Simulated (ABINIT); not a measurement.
# AlGaN2 (P3m1): G0W0 in ABINIT against the bands in the screening

Aim: move the bands in the screening of a G0W0 run on AlGaN2 (P3m1) over a wide range.

Main program and level: ABINIT 10.8.3; LDA and many-body steps on it, plane waves.

## 1. The starting structure

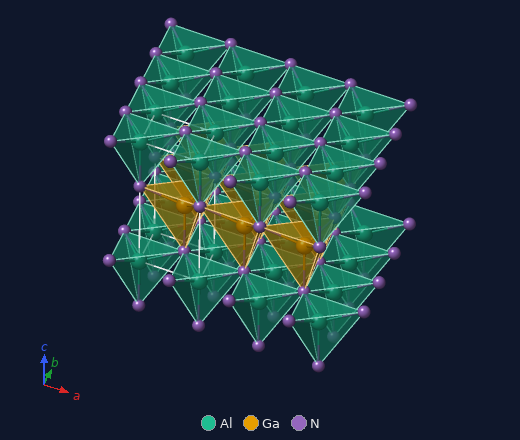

Start, viewed slightly off an axis; aluminium teal, gallium orange, nitrogen purple. 3×3×1 cells are drawn. Some periodic images of atoms are drawn too.

Structure file:

```cif
data_structure
_symmetry_space_group_name_H-M 'P 1'
_symmetry_Int_Tables_number 1
_cell_length_a 3.1453
_cell_length_b 3.1453
_cell_length_c 5.0969
_cell_angle_alpha 90.000
_cell_angle_beta 90.000
_cell_angle_gamma 120.000
_cell_volume 43.67
loop_
_atom_site_label
_atom_site_type_symbol
_atom_site_fract_x
_atom_site_fract_y
_atom_site_fract_z
_atom_site_occupancy
Al1 Al 0.00000 0.00000 0.99926 1
Ga2 Ga 0.66667 0.33333 0.49717 1
N3 N 0.66667 0.33333 0.11180 1
N4 N 0.00000 0.00000 0.62816 1
```

The cell and positions are those that the Materials Project relaxed with its own functionals (PBE, PBE+U or r2SCAN), kept fixed.

## 2. Screening, 3×3×2 mesh, 21 bands, screening to 106.1 eV

This step: ABINIT 10.8.3; RPA screening on LDA, plane waves, norm-conserving pseudopotentials.

The RPA dielectric matrix is built and inverted for each q.

run.abi reads:

```
acell 3*1.0 Angstrom
rprim 
  3.145282644058 -0.000000000015 0.000000000000
  -1.572641322016 2.723894671844 0.000000000000
  0.000000000000 0.000000000000 5.096893730000
ntypat 3
znucl 13 31 7
natom 4
typat 1 2 3 3
xred 
  0.000000000000 0.000000000000 0.999263770000
  0.666666666667 0.333333333333 0.497174210000
  0.666666666667 0.333333333333 0.111803640000
  0.000000000000 0.000000000000 0.628158390000
pp_dirpath "pseudos"
pseudos "Al.upf, Ga.upf, N.upf"
ecut 36
ngkpt 3 3 2
nshiftk 1
shiftk 0 0 0
kptopt 1
chksymbreak 0
istwfk *1
occopt 1
irdwfk 1
optdriver 3
nband 21
ecuteps 3.9
inclvkb 2
awtr 1
symchi 1
indata_prefix "in"
outdata_prefix "out"
tmpdata_prefix "tmp"
```

Run with:

```sh
$ OMP_NUM_THREADS=1 mpirun -n 4 abinit run.abi > log
```

Log:

```text
.Version 10.8.3 of ABINIT. v10.8.2 released Aug 2026.

 Symmetries : space group P3 m 1 (#156); Bravais hP (primitive hexag.)
[... echo of the input left out ...]
== DATASET  1 ==================================================================
-   mpi_nproc: 4, omp_nthreads: 1 (-1 if OMP is not activated)

--- !DatasetInfo
iteration_state: {dtset: 1, }
dimensions: {natom: 4, nkpt: 6, mband: 21, nsppol: 1, nspinor: 1, nspden: 1, mpw: 3066, }
cutoff_energies: {ecut:  36.0, pawecutdg:  -1.0, }
electrons: {nelect:   2.60000000E+01, charge:   0.00000000E+00, occopt:   1.00000000E+00, tsmear:   1.00000000E-02, }

 SCREENING: Calculation of the susceptibility and dielectric matrices

 Based on a program developped by R.W. Godby, V. Olevano, G. Onida, and L. Reining.
 Incorporated in ABINIT by V. Olevano, G.-M. Rignanese, and M. Torrent.
.Using double precision arithmetic ; gwpc =  8

[... cell and pseudopotentials left out ...]
--------------------------------------------------------------------------------

 ==== K-mesh for the wavefunctions ====
 Number of points in the irreducible wedge :     6
[... list of points left out ...]
 Together with  6 symmetry operations and time-reversal symmetry
 yields    18 points in the full Brillouin Zone.

 ==== Q-mesh for the screening function ====
 Number of points in the irreducible wedge :     6
[... list of points left out ...]
 Together with  6 symmetry operations and time-reversal symmetry
 yields    18 points in the full Brillouin Zone.

 setmesh: FFT mesh size selected  =    20x   20x   36
          total number of points  =        14400

 vcoul_init : cutoff-mode = AUXILIARY_FUNCTION
 q-points for optical limit:   1
     1)      0.000010    0.000020    0.000030

- screening: taking advantage of time-reversal symmetry
- Maximum band index for partially occupied states nbvw = 13
- Remaining bands to be divided among processors   nbcw = 8
- Number of bands treated by each node ~2

 Number of electrons calculated from density =   26.0000; Expected =   26.0000
 average of density, n =  0.088231
 r_s =    1.3935
 omega_plasma =   28.6527 [eV]

 calculating chi0 at frequencies [eV] :
  1    0.000000E+00    0.000000E+00
  2    0.000000E+00    2.865274E+01

--------------------------------------------------------------------------------
  q-point number  1        q = ( 0.000000, 0.000000, 0.000000) [r.l.u.]
--------------------------------------------------------------------------------
[... chi0 elements left out ...]
 For q-point:  0.000010 0.000020 0.000030
  dielectric constant =   6.3006
  dielectric constant without local fields =   6.7404

  Average fulfillment of the sum rule on Im[epsilon] for q-point    1 :     14.14  [%]
[... wings left out ...]
  q-point number  2        q = ( 0.333333, 0.000000, 0.000000) [r.l.u.]
--------------------------------------------------------------------------------
[... chi0 elements left out ...]
  Average fulfillment of the sum rule on Im[epsilon] for q-point    2 :     21.66  [%]

 [... 4 further q-points ...]
```

Wall time 3.2 s (4 MPI ranks of Arm Neoverse V2, shared host); peak memory 0.37 GiB.

Numbers from this step:

- ε∞ with local fields, on this mesh, along the program's q direction: 6.301
- the same without local fields: 6.740
- plasma frequency: 28.65 eV
- plane waves in the screening matrix: 111

Local fields lower ε∞ by 7 %. On a Γ-centred mesh this coarse the value itself is usually too large, while a short band sum pulls it down.

## 3. 21 bands

The self-energy is evaluated for the states that the input lists, and the levels follow from it, in one-shot runs by the linearised quasiparticle equation.

This step: G0W0 on LDA, plane waves, norm-conserving pseudopotentials.

run.abi, as its differences from that of step 2:

```diff
@@ -25,8 +25,15 @@
 irdwfk 1
-optdriver 3
-nband 21
+optdriver 4
+nband 30
+gwcalctyp 0
+ecutsigx 36
+symsigma 1
+nkptgw 1
+kptgw 
+  0.0000000000 0.0000000000 0.0000000000
+bdgw 
+  12 15
 ecuteps 3.9
-inclvkb 2
-awtr 1
-symchi 1
+irdscr 1
+ppmodel 1
 indata_prefix "in"
```

Log:

```text
.Version 10.8.3 of ABINIT. v10.8.2 released Aug 2026.

 Symmetries : space group P3 m 1 (#156); Bravais hP (primitive hexag.)
[... echo of the input left out ...]
== DATASET  1 ==================================================================
-   mpi_nproc: 4, omp_nthreads: 1 (-1 if OMP is not activated)

--- !DatasetInfo
iteration_state: {dtset: 1, }
dimensions: {natom: 4, nkpt: 6, mband: 30, nsppol: 1, nspinor: 1, nspden: 1, mpw: 3066, }
cutoff_energies: {ecut:  36.0, pawecutdg:  -1.0, }
electrons: {nelect:   2.60000000E+01, charge:   0.00000000E+00, occopt:   1.00000000E+00, tsmear:   1.00000000E-02, }

 SIGMA: Calculation of the GW corrections

 Based on a program developped by R.W. Godby, V. Olevano, G. Onida, and L. Reining.
 Incorporated in ABINIT by V. Olevano, G.-M. Rignanese, and M. Torrent.
.Using double precision arithmetic ; gwpc =  8

[... cell and pseudopotentials left out ...]
--------------------------------------------------------------------------------

 ==== K-mesh for the wavefunctions ====
 Number of points in the irreducible wedge :     6
[... list of points left out ...]
 Together with  6 symmetry operations and time-reversal symmetry
 yields    18 points in the full Brillouin Zone.

 ==== Q-mesh for screening function ====
 Number of points in the irreducible wedge :     6
[... list of points left out ...]
 Together with  6 symmetry operations and time-reversal symmetry
 yields    18 points in the full Brillouin Zone.

 vcoul_init : cutoff-mode = AUXILIARY_FUNCTION
 q-points for optical limit:   1
     1)      0.000010    0.000020    0.000030
 setmesh: FFT mesh size selected  =    27x   27x   54
          total number of points  =        39366

 Number of electrons calculated from density =   26.0000; Expected =   26.0000
 average of density, n =  0.088231
 r_s =    1.3935
 omega_plasma =   28.6527 [eV]

 === KS Band Gaps ===
  >>>> For spin  1
   Minimum direct gap =   2.9210 [eV], located at k-point      :   0.0000  0.0000  0.0000
   Fundamental gap    =   2.9210 [eV], Top of valence bands at :   0.0000  0.0000  0.0000
                                       Bottom of conduction at :   0.0000  0.0000  0.0000
 SIGMA fundamental parameters:
 PLASMON POLE MODEL  1
 number of plane-waves for SigmaX                 3027
 number of plane-waves for SigmaC and W            111
 number of plane-waves for wavefunctions          3027
 number of bands                                    30
 number of independent spin polarizations            1
 number of spinorial components                      1
 number of k-points in IBZ                           6
 number of q-points in IBZ                           6
 number of symmetry operations                       6
 number of k-points in BZ                           18
 number of q-points in BZ                           18
 number of frequencies for dSigma/dE                 9
 frequency step for dSigma/dE [eV]                0.25
 number of omega for Sigma on real axis              0
 max omega for Sigma on real axis  [eV]           0.00
 zcut for avoiding poles [eV]                     0.10

 EPSILON^-1 parameters (SCR file):
 dimension of the eps^-1 matrix on file            111
 dimension of the eps^-1 matrix used               111
 number of plane-waves for wavefunctions          3027
 number of bands                                    21
 number of q-points in IBZ                           6
 number of frequencies                               2
 number of real frequencies                          1
 number of imag frequencies                          1

 matrix elements of self-energy operator (all in [eV])

 Perturbative Calculation

--- !SelfEnergy_ee
iteration_state: {dtset: 1, }
kpoint     : [   0.000,    0.000,    0.000, ]
spin       : 1
KS_gap     :    2.921
QP_gap     :    4.126
Delta_QP_KS:    1.204
data: !SigmaeeData |
     Band     E0 <VxcDFT>   SigX SigC(E0)      Z dSigC/dE  Sig(E)    E-E0       E
       12   5.381 -17.816 -21.198   3.974   0.786  -0.271 -17.350   0.466   5.847
       13   5.381 -17.816 -21.198   3.974   0.786  -0.271 -17.350   0.466   5.847
       14   8.302 -13.907  -9.027  -2.832   0.816  -0.226 -12.236   1.670   9.972
       15  10.864 -12.213  -6.717  -3.260   0.828  -0.207 -10.362   1.852  12.716

== END DATASET(S) ==============================================================
================================================================================

 -outvars: echo values of variables after computation  --------
           etotal      0.0000000000E+00
            nband          30
             nkpt           6
          spgroup         156
 [... the other variables as echoed above ...]

 Calculation completed.
```

Elapsed: 2.8 s, on 4 MPI ranks; peak memory 0.1 GiB; 11 s of CPU time.

This step gave:

| Item | Value |
| --- | --- |
| G0W0 gap on the points computed | 4.125 eV |
| starting gap on the mesh | 2.921 eV |
| k of the valence top | 0, 0, 0 |
| k of the conduction bottom | 0, 0, 0 |
| Z at the valence top | 0.786 |
| Z at the conduction bottom | 0.816 |
| least direct G0W0 gap on the computed points | 4.125 eV |

The gap on the mesh goes from 2.92 eV to 4.12 eV, a correction of +1.20 eV.

## 4. Screening, 3×3×2 mesh, 30 bands, screening to 106.1 eV

This step: RPA screening on LDA, plane waves, norm-conserving pseudopotentials.

run.abi, as its differences from that of step 3:

```diff
@@ -25,15 +25,8 @@
 irdwfk 1
-optdriver 4
+optdriver 3
 nband 30
-gwcalctyp 0
-ecutsigx 36
-symsigma 1
-nkptgw 1
-kptgw 
-  0.0000000000 0.0000000000 0.0000000000
-bdgw 
-  12 15
 ecuteps 3.9
-irdscr 1
-ppmodel 1
+inclvkb 2
+awtr 1
+symchi 1
 indata_prefix "in"
```

Log:

```text
.Version 10.8.3 of ABINIT. v10.8.2 released Aug 2026.

 Symmetries : space group P3 m 1 (#156); Bravais hP (primitive hexag.)
[... echo of the input left out ...]
== DATASET  1 ==================================================================
-   mpi_nproc: 4, omp_nthreads: 1 (-1 if OMP is not activated)

--- !DatasetInfo
iteration_state: {dtset: 1, }
dimensions: {natom: 4, nkpt: 6, mband: 30, nsppol: 1, nspinor: 1, nspden: 1, mpw: 3066, }
cutoff_energies: {ecut:  36.0, pawecutdg:  -1.0, }
electrons: {nelect:   2.60000000E+01, charge:   0.00000000E+00, occopt:   1.00000000E+00, tsmear:   1.00000000E-02, }

 SCREENING: Calculation of the susceptibility and dielectric matrices

 Based on a program developped by R.W. Godby, V. Olevano, G. Onida, and L. Reining.
 Incorporated in ABINIT by V. Olevano, G.-M. Rignanese, and M. Torrent.
.Using double precision arithmetic ; gwpc =  8

[... cell and pseudopotentials left out ...]
--------------------------------------------------------------------------------

 ==== K-mesh for the wavefunctions ====
 Number of points in the irreducible wedge :     6
[... list of points left out ...]
 Together with  6 symmetry operations and time-reversal symmetry
 yields    18 points in the full Brillouin Zone.

 ==== Q-mesh for the screening function ====
 Number of points in the irreducible wedge :     6
[... list of points left out ...]
 Together with  6 symmetry operations and time-reversal symmetry
 yields    18 points in the full Brillouin Zone.

 setmesh: FFT mesh size selected  =    20x   20x   36
          total number of points  =        14400

 vcoul_init : cutoff-mode = AUXILIARY_FUNCTION
 q-points for optical limit:   1
     1)      0.000010    0.000020    0.000030

- screening: taking advantage of time-reversal symmetry
- Maximum band index for partially occupied states nbvw = 13
- Remaining bands to be divided among processors   nbcw = 17
- Number of bands treated by each node ~4

 Number of electrons calculated from density =   26.0000; Expected =   26.0000
 average of density, n =  0.088231
 r_s =    1.3935
 omega_plasma =   28.6527 [eV]

 calculating chi0 at frequencies [eV] :
  1    0.000000E+00    0.000000E+00
  2    0.000000E+00    2.865274E+01

--------------------------------------------------------------------------------
  q-point number  1        q = ( 0.000000, 0.000000, 0.000000) [r.l.u.]
--------------------------------------------------------------------------------
[... chi0 elements left out ...]
 For q-point:  0.000010 0.000020 0.000030
  dielectric constant =   6.4291
  dielectric constant without local fields =   6.9174

  Average fulfillment of the sum rule on Im[epsilon] for q-point    1 :     25.35  [%]
[... wings left out ...]
  q-point number  2        q = ( 0.333333, 0.000000, 0.000000) [r.l.u.]
--------------------------------------------------------------------------------
[... chi0 elements left out ...]
  Average fulfillment of the sum rule on Im[epsilon] for q-point    2 :     33.43  [%]

 [... 4 further q-points ...]
```

Elapsed: 4 s, on 4 MPI ranks; peak memory 0.42 GiB.

Numbers from this step:

```
ε∞ with local fields, on this mesh, along the program's q direction : 6.429
the same without local fields                                       : 6.917
plasma frequency                                                    : 28.65 eV
plane waves in the screening matrix                                 : 111
```

## 5. 30 bands

This step: G0W0 on LDA, plane waves, norm-conserving pseudopotentials.

run.abi, as its differences from that of step 4:

```diff
@@ -25,8 +25,15 @@
 irdwfk 1
-optdriver 3
+optdriver 4
 nband 30
+gwcalctyp 0
+ecutsigx 36
+symsigma 1
+nkptgw 1
+kptgw 
+  0.0000000000 0.0000000000 0.0000000000
+bdgw 
+  12 15
 ecuteps 3.9
-inclvkb 2
-awtr 1
-symchi 1
+irdscr 1
+ppmodel 1
 indata_prefix "in"
```

Log:

```text
.Version 10.8.3 of ABINIT. v10.8.2 released Aug 2026.

 Symmetries : space group P3 m 1 (#156); Bravais hP (primitive hexag.)
[... echo of the input left out ...]
== DATASET  1 ==================================================================
-   mpi_nproc: 4, omp_nthreads: 1 (-1 if OMP is not activated)

--- !DatasetInfo
iteration_state: {dtset: 1, }
dimensions: {natom: 4, nkpt: 6, mband: 30, nsppol: 1, nspinor: 1, nspden: 1, mpw: 3066, }
cutoff_energies: {ecut:  36.0, pawecutdg:  -1.0, }
electrons: {nelect:   2.60000000E+01, charge:   0.00000000E+00, occopt:   1.00000000E+00, tsmear:   1.00000000E-02, }

 SIGMA: Calculation of the GW corrections

 Based on a program developped by R.W. Godby, V. Olevano, G. Onida, and L. Reining.
 Incorporated in ABINIT by V. Olevano, G.-M. Rignanese, and M. Torrent.
.Using double precision arithmetic ; gwpc =  8

[... cell and pseudopotentials left out ...]
--------------------------------------------------------------------------------

 ==== K-mesh for the wavefunctions ====
 Number of points in the irreducible wedge :     6
[... list of points left out ...]
 Together with  6 symmetry operations and time-reversal symmetry
 yields    18 points in the full Brillouin Zone.

 ==== Q-mesh for screening function ====
 Number of points in the irreducible wedge :     6
[... list of points left out ...]
 Together with  6 symmetry operations and time-reversal symmetry
 yields    18 points in the full Brillouin Zone.

 vcoul_init : cutoff-mode = AUXILIARY_FUNCTION
 q-points for optical limit:   1
     1)      0.000010    0.000020    0.000030
 setmesh: FFT mesh size selected  =    27x   27x   54
          total number of points  =        39366

 Number of electrons calculated from density =   26.0000; Expected =   26.0000
[...]
number of k-points in IBZ                           6
 number of q-points in IBZ                           6
 number of symmetry operations                       6
 number of k-points in BZ                           18
 number of q-points in BZ                           18
 number of frequencies for dSigma/dE                 9
 frequency step for dSigma/dE [eV]                0.25
 number of omega for Sigma on real axis              0
 max omega for Sigma on real axis  [eV]           0.00
 zcut for avoiding poles [eV]                     0.10

 EPSILON^-1 parameters (SCR file):
 dimension of the eps^-1 matrix on file            111
 dimension of the eps^-1 matrix used               111
 number of plane-waves for wavefunctions          3027
 number of bands                                    30
 number of q-points in IBZ                           6
 number of frequencies                               2
 number of real frequencies                          1
 number of imag frequencies                          1

 matrix elements of self-energy operator (all in [eV])

 Perturbative Calculation

--- !SelfEnergy_ee
iteration_state: {dtset: 1, }
kpoint     : [   0.000,    0.000,    0.000, ]
spin       : 1
KS_gap     :    2.921
QP_gap     :    3.848
Delta_QP_KS:    0.927
data: !SigmaeeData |
     Band     E0 <VxcDFT>   SigX SigC(E0)      Z dSigC/dE  Sig(E)    E-E0       E
       12   5.381 -17.816 -21.198   4.102   0.795  -0.258 -17.243   0.573   5.954
       13   5.381 -17.816 -21.198   4.102   0.795  -0.258 -17.243   0.573   5.954
       14   8.302 -13.907  -9.027  -3.047   0.819  -0.221 -12.406   1.501   9.803
       15  10.864 -12.213  -6.717  -3.502   0.830  -0.204 -10.558   1.655  12.519

== END DATASET(S) ==============================================================
================================================================================

 -outvars: echo values of variables after computation  --------
           etotal      0.0000000000E+00
            nband          30
             nkpt           6
          spgroup         156
 [... the other variables as echoed above ...]

 Calculation completed.
```

Run time: 2.8 s. Hardware: 4 MPI ranks; peak memory 0.1 GiB; 11 s of CPU time.

This step gave:

| Property | Result |
| --- | --- |
| G0W0 gap on the points computed | 3.849 eV |
| starting gap on the mesh | 2.921 eV |
| k of the valence top | 0, 0, 0 |
| k of the conduction bottom | 0, 0, 0 |
| Z at the valence top | 0.795 |
| Z at the conduction bottom | 0.819 |
| least direct G0W0 gap on the computed points | 3.849 eV |

Against the run before, the gap moves by −0.276 eV.

[end of part 1 of 2]

[Paths, hosts, dates, memory and timing lines, banners, echoed tables and standing remarks are left out of the program output.]

[Logs are printed without paths, hosts, clocks, repeated set-up lines and the standing remarks that a program may print on its own settings, such as how far it seeks lower states.]

[Runs of the session that timed out or met a known fault of the program may be left out.]

[Hosts, paths, dates, database ids (printed as entryN), source tags and the programs' standing remarks are cut or masked in the printed files.]

[G0W0 gaps are taken among the corrected bands and points alone; a level outside them can change the order at an edge.]

[Where Ansatz stands beside ABINIT at settings called matched, ABINIT's density can come from a denser mesh and the files from another edition; pairs whose starting gaps differed by over 0.03 eV were left out, so agreement reads better than it is.]
